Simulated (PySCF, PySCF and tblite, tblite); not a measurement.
# C7H13FO: a path driven as rotation about a bond, and NMR exchange, part 1 of 2

How fast is rotation about a bond in C7H13FO (`CO[C@@H]1CCC[C@H](F)C1`), and when do the exchanging lines merge?

Programs: PySCF 2.14.0 with density-fitted response routines of our own, and tblite 0.8.0. All values are computed, except where a source is named. Atoms count from 0 throughout.

### Step 1. The starting structure

22 atoms, charge 0, multiplicity 1; geometry from: force field or distance geometry start.

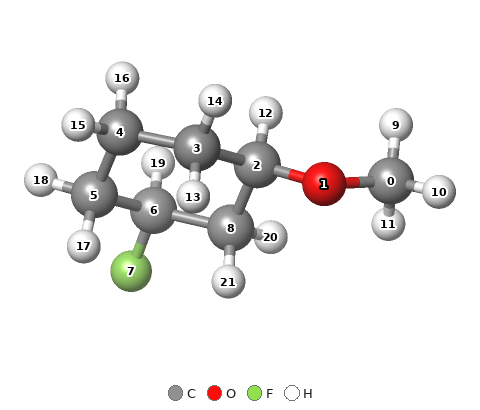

The starting geometry (carbon grey, oxygen red, fluorine green, hydrogen white), atoms numbered.

### Step 2. GFN2-xTB relaxation, start minimum

Job settings and geometry (Å):

```
{"job": {"xc": "GFN2-xTB", "basis": "xTB", "kind": "relax"}, "charge": 0, "multiplicity": 1}
C      3.032700    -0.517600     0.044700
O      2.002100     0.325700     0.571200
C      0.764000     0.211200    -0.098400
C     -0.078500     1.446200     0.291000
C     -1.486400     1.394300    -0.278700
C     -2.203100     0.098800     0.075600
C     -1.373500    -1.113300    -0.324600
F     -1.999400    -2.230900     0.130800
C      0.030800    -1.080500     0.273000
H      3.164300    -0.316100    -1.016000
H      3.955100    -0.293500     0.567100
H      2.784600    -1.573100     0.206900
H      0.921400     0.252300    -1.175500
H     -0.129300     1.502800     1.391700
H      0.430400     2.362200    -0.022100
H     -2.066900     2.252900     0.091200
H     -1.428400     1.492500    -1.374300
H     -2.395700     0.063900     1.157300
H     -3.179200     0.059700    -0.403300
H     -1.312600    -1.188400    -1.406600
H      0.581400    -1.948800    -0.066800
H     -0.024100    -1.180900     1.364800
```

On the command line:

```console
$ OMP_NUM_THREADS=1 python ens_run.py task.json out
```

The driver reads the study from task.json and runs its stages one after another.

Output:

```text
step      E/eV     max force
  0    -828.10065    0.863
  1    -828.14729    0.271
  2    -828.15540    0.217
  3    -828.16207    0.166
  4    -828.16673    0.149
  5    -828.17012    0.116
  6    -828.17215    0.090
  7    -828.17350    0.079
  8    -828.17471    0.082
  9    -828.17601    0.095
 10    -828.17739    0.091
 11    -828.17874    0.092
 12    -828.17992    0.075
 13    -828.18082    0.062
 14    -828.18145    0.058
 15    -828.18194    0.048
 16    -828.18240    0.053
 17    -828.18285    0.048
 18    -828.18323    0.046
 19    -828.18354    0.041
 20    -828.18379    0.034
 21    -828.18399    0.028
 22    -828.18415    0.027
 23    -828.18429    0.023
 24    -828.18442    0.021
 25    -828.18452    0.025
 26    -828.18459    0.025
 27    -828.18465    0.025
 28    -828.18471    0.022
 29    -828.18479    0.018
 30    -828.18486    0.021
 31    -828.18492    0.021
 32    -828.18497    0.014
 33    -828.18502    0.017
 34    -828.18507    0.017
 35    -828.18511    0.018
 36    -828.18515    0.016
 37    -828.18519    0.014
 38    -828.18522    0.013
 39    -828.18525    0.010
 40    -828.18528    0.012
 41    -828.18530    0.012
 42    -828.18532    0.011
 43    -828.18534    0.008
 44    -828.18535    0.008
 45    -828.18536    0.007
 46    -828.18537    0.007
 47    -828.18538    0.009
 48    -828.18539    0.008
 49    -828.18541    0.011
 50    -828.18542    0.011
 51    -828.18544    0.009
 52    -828.18545    0.007
 53    -828.18546    0.007
 54    -828.18547    0.009
 55    -828.18548    0.008
 56    -828.18549    0.008
 57    -828.18551    0.008
 58    -828.18552    0.008
 59    -828.18553    0.009
 60    -828.18554    0.009
 61    -828.18555    0.006
 62    -828.18556    0.006
 63    -828.18556    0.006
 64    -828.18557    0.006
 65    -828.18557    0.006
 66    -828.18558    0.006
 67    -828.18559    0.005
 68    -828.18559    0.005
 69    -828.18559    0.003
 70    -828.18560    0.003
 71    -828.18560    0.003
 72    -828.18560    0.004
 73    -828.18560    0.004
 74    -828.18560    0.005
 75    -828.18561    0.005
 76    -828.18561    0.005
 77    -828.18562    0.006
 78    -828.18562    0.005
 79    -828.18562    0.005
 80    -828.18563    0.004
 81    -828.18563    0.005
 82    -828.18563    0.003
 83    -828.18564    0.003
 84    -828.18564    0.003
```

Run time: 0.46 s. Hardware: 1 thread of Arm Neoverse V2, shared host.

Relaxing gained 0.085 eV and moved the atoms by 0.06 Å on average (rms).

### Step 3. Relaxed scan, rotation

Job settings and geometry (Å):

```
{"job": {"xc": "GFN2-xTB", "basis": "xTB", "coordinate": [["t", [3, 2, 1, 0], 0.3333333333333333], ["t", [8, 2, 1, 0], 0.3333333333333333], ["t", [12, 2, 1, 0], 0.3333333333333333]], "kind": "drive"}, "charge": 0, "multiplicity": 1}
C      3.017908    -0.500014     0.031780
O      2.007830     0.329052     0.546411
C      0.750257     0.212508    -0.088337
C     -0.076340     1.429372     0.330765
C     -1.467097     1.390708    -0.293573
C     -2.197431     0.109309     0.095638
C     -1.373066    -1.096882    -0.332960
F     -2.025153    -2.259454     0.045320
C      0.012339    -1.076835     0.298356
H      3.122779    -0.371245    -1.052847
H      3.940210    -0.193718     0.521843
H      2.834521    -1.558469     0.246163
H      0.892514     0.225541    -1.183878
H     -0.149503     1.431496     1.419055
H      0.452797     2.334495     0.031223
H     -2.042403     2.256149     0.037538
H     -1.379676     1.442437    -1.381530
H     -2.338232     0.070477     1.177527
H     -3.180475     0.066020    -0.376320
H     -1.298167    -1.145752    -1.428175
H      0.569843    -1.955853    -0.029887
H     -0.083863    -1.119956     1.385037
```

Output:

```text
point  coordinate     E/eV
  0    -60.200     -828.17174
  1    -75.000     -828.13653
  2    -90.000     -828.08547
  3   -105.200     -828.04131
  4   -120.500     -828.02918
  5   -135.800     -828.05930
  6   -150.900     -828.10885
  7   -165.600     -828.14566
```

Run time: 2 s. Hardware: 1 thread of Arm Neoverse V2, shared host.

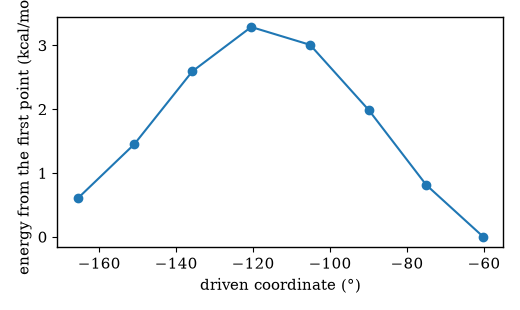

Energy along the scan.

### Step 4. Nudged elastic band, leg 1

The job, as its differences from that of step 3:

```diff
@@ -1,2 +1,2 @@
-{"job": {"xc": "GFN2-xTB", "basis": "xTB", "coordinate": [["t", [3, 2, 1, 0], 0.3333333333333333], ["t", [8, 2, 1, 0], 0.3333333333333333], ["t", [12, 2, 1, 0], 0.3333333333333333]], "kind": "drive"}, "charge": 0, "multiplicity": 1}
+{"job": {"xc": "GFN2-xTB", "basis": "xTB", "kind": "neb"}, "charge": 0, "multiplicity": 1}
 C      3.017908    -0.500014     0.031780
```

Output:

```text
image   E - E0 / eV
  0       0.0000
  1       0.0186
  2       0.0856
  3       0.1572
  4       0.1211
  5       0.0442
  6       0.0268
```

Run time: 1.4 s. Hardware: 1 thread of Arm Neoverse V2, shared host; peak memory 0.2 GiB.

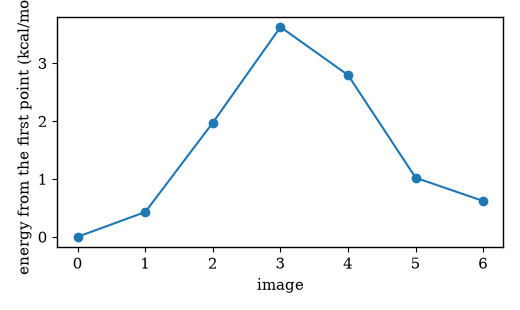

Energy along the band.

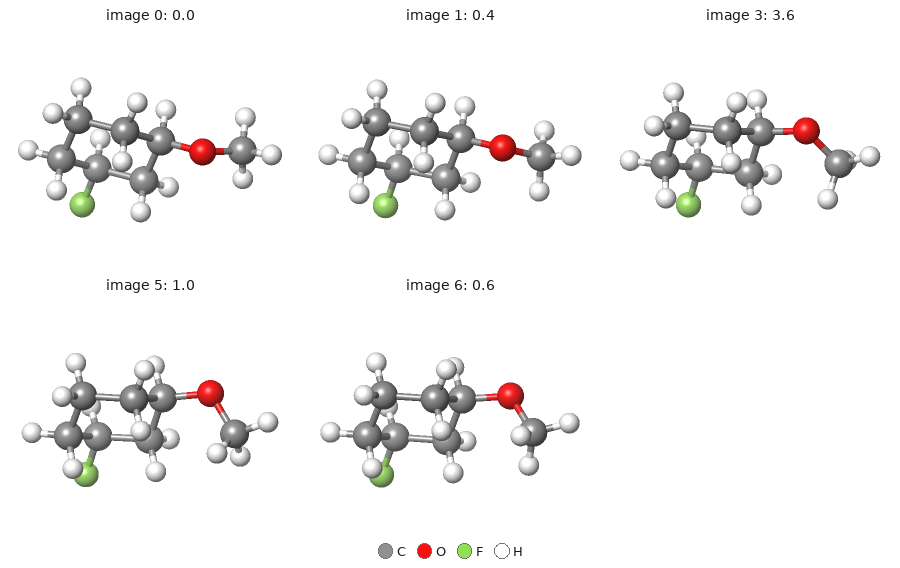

Images along the band, with energies in kcal/mol.

### Step 5. Saddle search, leg 1

Job settings and geometry (Å):

```
{"job": {"xc": "GFN2-xTB", "basis": "xTB", "kind": "saddle"}, "charge": 0, "multiplicity": 1}
C      2.882203    -0.561830     0.347513
O      2.122330     0.509711    -0.146272
C      0.743410     0.310950    -0.441469
C     -0.033628     1.429447     0.260984
C     -1.503587     1.405300    -0.137404
C     -2.125031     0.052831     0.197730
C     -1.328472    -1.066958    -0.459380
F     -1.868638    -2.287263    -0.086184
C      0.139977    -1.037737    -0.047233
H      2.960469    -1.383207    -0.372799
H      3.874572    -0.148479     0.520750
H      2.490780    -0.946620     1.294587
H      0.632248     0.427208    -1.533686
H      0.067629     1.290235     1.339813
H      0.425656     2.383631     0.003239
H     -2.041930     2.195193     0.387489
H     -1.592972     1.593078    -1.209458
H     -2.116780    -0.103620     1.278493
H     -3.160258     0.009056    -0.143684
H     -1.423220    -1.025204    -1.552705
H      0.659179    -1.864794    -0.533995
H      0.196062    -1.180928     1.033672
```

Output:

```text
step      E/eV     max force
  0    -828.02845   0.0356
  1    -828.02881   0.0774
  2    -828.02937   0.0362
  3    -828.02934   0.0166
  4    -828.02901   0.0363
  5    -828.02918   0.0070
  6    -828.02907   0.0055
  7    -828.02907   0.0000
lowest wavenumbers (cm-1): -126.2 134.1 144.9 206.2 226.1 276.9
```

Wall time 3.3 s (1 thread of Arm Neoverse V2, shared host); peak memory 0.2 GiB.

Point group C1; 1 imaginary mode, 126i cm⁻¹, carried by O1, C0, H11, H9. Steps downhill from it reached both ends.

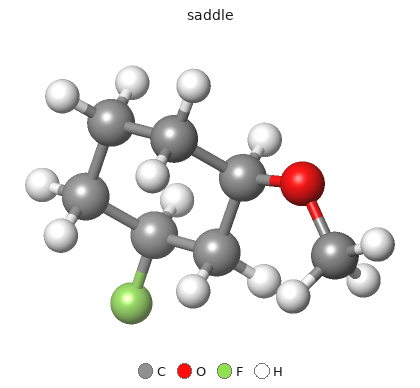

The saddle point.

### Step 6. Shieldings, start: PBE0/pcSseg-1

Job settings and geometry (Å):

```
{"job": {"kind": "nmr", "xc": "PBE0", "basis": "pcSseg-1", "pop": false}, "charge": 0, "multiplicity": 1}
C      3.017908    -0.500014     0.031780
O      2.007830     0.329052     0.546411
C      0.750257     0.212508    -0.088337
C     -0.076340     1.429372     0.330765
C     -1.467097     1.390708    -0.293573
C     -2.197431     0.109309     0.095638
C     -1.373066    -1.096882    -0.332960
F     -2.025153    -2.259454     0.045320
C      0.012339    -1.076835     0.298356
H      3.122779    -0.371245    -1.052847
H      3.940210    -0.193718     0.521843
H      2.834521    -1.558469     0.246163
H      0.892514     0.225541    -1.183878
H     -0.149503     1.431496     1.419055
H      0.452797     2.334495     0.031223
H     -2.042403     2.256149     0.037538
H     -1.379676     1.442437    -1.381530
H     -2.338232     0.070477     1.177527
H     -3.180475     0.066020    -0.376320
H     -1.298167    -1.145752    -1.428175
H      0.569843    -1.955853    -0.029887
H     -0.083863    -1.119956     1.385037
```

Output:

```text
coarse grid: 17840 points
cycle   1  E = -448.9061253547  dE =  1.096e+00  |g| = 7.189e-01  |ddm| = 3.999e+00
cycle   2  E = -448.8319138063  dE =  7.421e-02  |g| = 9.981e-01  |ddm| = 1.540e+00
cycle   3  E = -449.0026898422  dE = -1.708e-01  |g| = 1.008e-01  |ddm| = 9.805e-01
cycle   4  E = -449.0043609828  dE = -1.671e-03  |g| = 4.364e-02  |ddm| = 1.032e-01
cycle   5  E = -449.0047731829  dE = -4.122e-04  |g| = 6.110e-03  |ddm| = 4.136e-02
cycle   6  E = -449.0047801925  dE = -7.010e-06  |g| = 2.028e-03  |ddm| = 7.280e-03
final grid: 171104 points
cycle   7  E = -449.0786643373  dE = -6.946e-05  |g| = 1.347e-02  |ddm| = 4.104e-02
cycle   8  E = -449.0786256768  dE =  3.866e-05  |g| = 1.983e-02  |ddm| = 2.492e-02
cycle   9  E = -449.0787013842  dE = -7.571e-05  |g| = 1.551e-03  |ddm| = 1.547e-02
cycle  10  E = -449.0787018663  dE = -4.821e-07  |g| = 3.149e-04  |ddm| = 1.741e-03
cycle  11  E = -449.0787018858  dE = -1.948e-08  |g| = 7.496e-05  |ddm| = 3.388e-04
cycle  12  E = -449.0787018868  dE = -1.062e-09  |g| = 3.044e-05  |ddm| = 8.607e-05
cycle  13  E = -449.0787018870  dE = -1.909e-10  |g| = 4.754e-06  |ddm| = 2.661e-05
converged SCF energy = -449.0787018870

GIAO shielding tensors (ppm)
atom      isotropic    diamagn.    paramagn.     s11        s22        s33       span
  0 C      128.812     243.670    -114.858     92.776    110.097    183.564     90.788
  1 O      292.726     396.398    -103.673    261.050    278.022    339.106     78.056
  2 C      104.645     247.542    -142.897     76.886     85.902    151.148     74.262
  3 C      150.297     246.614     -96.317    142.061    148.948    159.882     17.821
  4 C      163.568     249.077     -85.509    155.888    164.094    170.723     14.835
  5 C      150.338     248.897     -98.559    141.461    151.088    158.464     17.003
  6 C       92.980     245.052    -152.072     54.801     75.991    148.148     93.346
  7 F      374.270     471.093     -96.823    349.943    373.913    398.954     49.011
  8 C      146.555     250.140    -103.584    123.491    156.977    159.198     35.707
  9 H       28.675      29.097      -0.423     24.995     25.973     35.056     10.061
 10 H       27.838      27.584       0.254     23.611     25.280     34.622     11.010
 11 H       27.966      29.432      -1.466     23.297     26.396     34.206     10.909
 12 H       28.806      33.831      -5.025     26.111     29.716     30.591      4.480
 13 H       30.533      31.663      -1.130     27.070     29.443     35.087      8.018
 14 H       29.852      30.968      -1.116     25.143     28.746     35.666     10.523
 15 H       29.949      29.064       0.886     24.574     27.806     37.467     12.893
 16 H       30.600      31.058      -0.458     26.668     28.550     36.583      9.916
 17 H       30.340      30.505      -0.166     27.545     28.354     35.120      7.576
 18 H       29.601      28.905       0.696     25.166     27.789     35.850     10.684
 19 H       27.245      30.994      -3.749     24.148     28.116     29.471      5.323
 20 H       28.955      32.092      -3.137     24.037     29.652     33.175      9.138
 21 H       30.556      32.071      -1.515     27.873     29.463     34.334      6.461
```

It took 32 s on 1 thread of Arm Neoverse V2, shared host; peak memory 0.99 GiB.

This run: HOMO -7.40 eV, LUMO 1.27 eV; dipole 1.75 D.

### Step 7. Shieldings, saddle of leg 1: PBE0/pcSseg-1

Job settings and geometry (Å):

```
{"job": {"kind": "nmr", "xc": "PBE0", "basis": "pcSseg-1", "pop": false}, "charge": 0, "multiplicity": 1}
C      2.868006    -0.563581     0.381996
O      2.132581     0.491911    -0.180826
C      0.745898     0.315191    -0.459996
C     -0.028858     1.434186     0.249054
C     -1.506220     1.398119    -0.126577
C     -2.114639     0.042511     0.218779
C     -1.329568    -1.061388    -0.476301
F     -1.861922    -2.292569    -0.129680
C      0.142683    -1.037014    -0.079632
H      2.912384    -1.439070    -0.274981
H      3.875569    -0.168970     0.506939
H      2.485738    -0.868202     1.361766
H      0.633178     0.447263    -1.549416
H      0.087834     1.311433     1.327676
H      0.414075     2.391036    -0.027706
H     -2.041861     2.186684     0.403425
H     -1.612556     1.581552    -1.198140
H     -2.073611    -0.125059     1.297035
H     -3.160116    -0.003045    -0.090541
H     -1.438532    -0.989141    -1.566758
H      0.658665    -1.855293    -0.584316
H      0.211274    -1.196555     0.998199
```

Output:

```text
coarse grid: 17840 points
cycle   1  E = -448.8967013609  dE =  1.091e+00  |g| = 7.219e-01  |ddm| = 4.004e+00
cycle   2  E = -448.8259127943  dE =  7.079e-02  |g| = 9.928e-01  |ddm| = 1.527e+00
cycle   3  E = -448.9936918570  dE = -1.678e-01  |g| = 1.007e-01  |ddm| = 9.670e-01
cycle   4  E = -448.9953638660  dE = -1.672e-03  |g| = 4.348e-02  |ddm| = 1.016e-01
cycle   5  E = -448.9957797873  dE = -4.159e-04  |g| = 6.341e-03  |ddm| = 4.225e-02
cycle   6  E = -448.9957876432  dE = -7.856e-06  |g| = 1.840e-03  |ddm| = 7.587e-03
final grid: 171104 points
cycle   7  E = -449.0707764545  dE = -8.874e-05  |g| = 1.419e-02  |ddm| = 4.810e-02
cycle   8  E = -449.0707333178  dE =  4.314e-05  |g| = 2.093e-02  |ddm| = 2.590e-02
cycle   9  E = -449.0708174349  dE = -8.412e-05  |g| = 1.621e-03  |ddm| = 1.627e-02
cycle  10  E = -449.0708179499  dE = -5.149e-07  |g| = 3.688e-04  |ddm| = 1.865e-03
cycle  11  E = -449.0708179771  dE = -2.723e-08  |g| = 8.030e-05  |ddm| = 3.955e-04
cycle  12  E = -449.0708179784  dE = -1.252e-09  |g| = 2.832e-05  |ddm| = 9.099e-05
cycle  13  E = -449.0708179785  dE = -1.693e-10  |g| = 4.731e-06  |ddm| = 2.557e-05
converged SCF energy = -449.0708179785

GIAO shielding tensors (ppm)
atom      isotropic    diamagn.    paramagn.     s11        s22        s33       span
  0 C      133.841     243.010    -109.169    109.088    111.306    181.131     72.043
  1 O      314.376     395.806     -81.430    260.313    303.126    379.689    119.376
  2 C      108.884     246.353    -137.469     80.408     92.561    153.684     73.277
  3 C      148.866     248.523     -99.657    138.818    148.339    159.441     20.623
  4 C      163.918     249.394     -85.476    155.506    164.822    171.425     15.919
  5 C      150.241     248.848     -98.607    141.064    150.978    158.681     17.617
  6 C       91.974     243.484    -151.510     54.593     75.003    146.325     91.731
  7 F      372.758     471.480     -98.722    346.893    373.862    397.520     50.628
  8 C      148.216     251.433    -103.217    136.778    149.158    158.712     21.934
  9 H       28.189      28.914      -0.725     23.993     25.920     34.653     10.661
 10 H       28.093      27.263       0.830     23.852     25.639     34.788     10.936
 11 H       28.268      29.654      -1.386     23.965     26.457     34.384     10.419
 12 H       27.969      32.503      -4.534     23.712     29.768     30.427      6.715
 13 H       30.636      32.127      -1.491     27.512     29.549     34.846      7.335
 14 H       29.870      31.122      -1.251     25.182     28.939     35.490     10.309
 15 H       29.993      29.153       0.841     24.628     27.849     37.504     12.876
 16 H       30.616      30.907      -0.291     26.622     28.538     36.689     10.068
 17 H       30.400      30.679      -0.280     27.669     28.437     35.093      7.424
 18 H       29.616      28.922       0.694     25.166     27.804     35.879     10.713
 19 H       27.177      30.616      -3.439     24.016     28.022     29.495      5.479
 20 H       29.081      32.202      -3.121     24.224     29.155     33.864      9.641
 21 H       30.121      32.867      -2.746     27.003     29.881     33.477      6.474
```

Run time: 39 s. Hardware: 1 thread of Arm Neoverse V2, shared host; peak memory 1 GiB.

This run: HOMO -7.15 eV, LUMO 1.35 eV; dipole 0.63 D.

Orbitals, density, ELF and potential are computed afterwards from the orbital file.

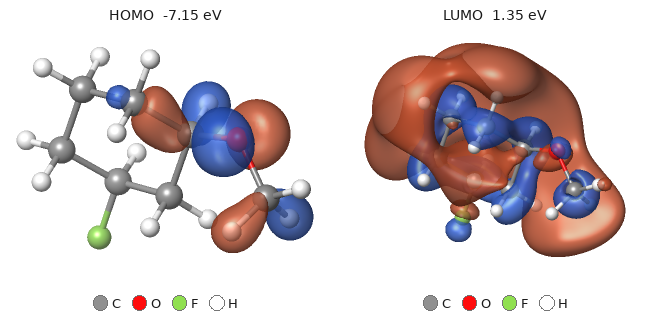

Frontier orbitals at PBE0/pcSseg-1; each surface holds 70 % of the orbital's density, blue and red mark the sign.

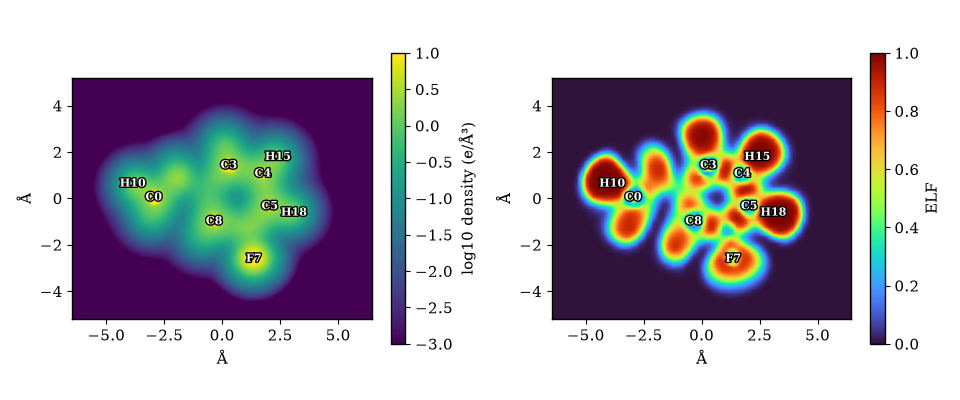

Density (left) and ELF (right) in a plane through or near 9 of the atoms.

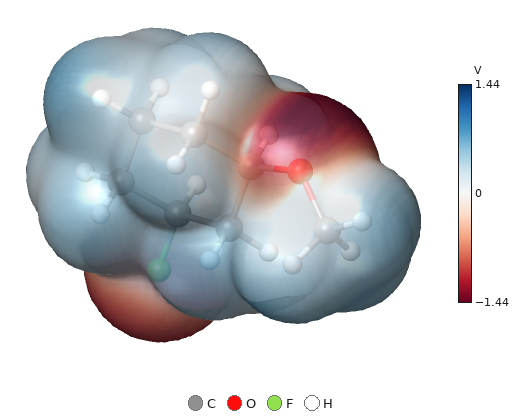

Electrostatic potential on the surface of density 0.002 e/bohr³; red is low, blue high. It runs, from the 1st to the 99th percentile, from -1.44 V near O1 to 0.82 V near H19.

(Continued in part 2 of 2.)
